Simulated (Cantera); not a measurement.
A closed system holds: 1 mol MgCl₂, 19 mol H₂, a varied amount of N₂, at 1325 K and 0.133 bar.

Cantera equilibrium calculation (NASA polynomials, part measured and part estimated; ideal gas, pure solids and liquids). Candidate condensed phases: Mg, MgCl₂, NH₄Cl; 18 gas species. The numbers say what is thermodynamically allowed, not how fast it happens.

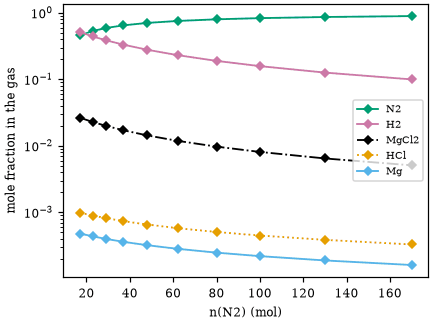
Fig. 1. Equilibrium gas composition (values under 1e-9 drawn at 1e-9)

**Question.** Read off the mole fractions at 80 mol N₂.

**Answer.** N₂ about 0.80, H₂ about 0.19, MgCl₂ about 0.0097, HCl about 0.00051, Mg about 0.00025.
